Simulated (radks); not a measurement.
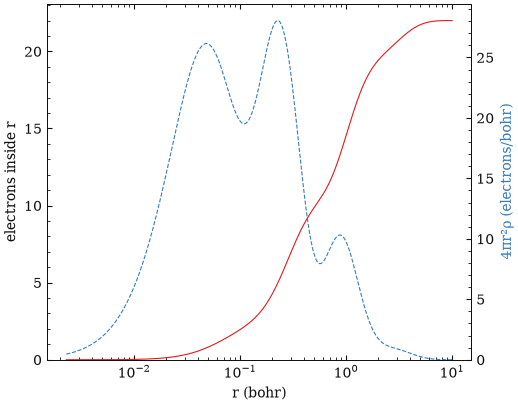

The neutral titanium atom; electrons: [Ar] 3d2 4s2 (high spin). It sits in a hard spherical wall of radius 10 bohr. Computed with the in-house radial solver radks: scalar-relativistic Kohn-Sham, PBE, spin-polarised, spherical densities, point nucleus.

The plot shows the number of electrons inside radius r (solid) and the radial density 4πr²ρ (dashed).

### Read the plot.

The count levels off at 22 electrons. Half of them lie within 0.638 bohr, 90 % within 2.26 bohr and 99 % within 5.22 bohr. The radial density has minima at 0.109 and 0.570 bohr, where the count stands at 2.1 and 10.4; these part the shells that the density resolves.
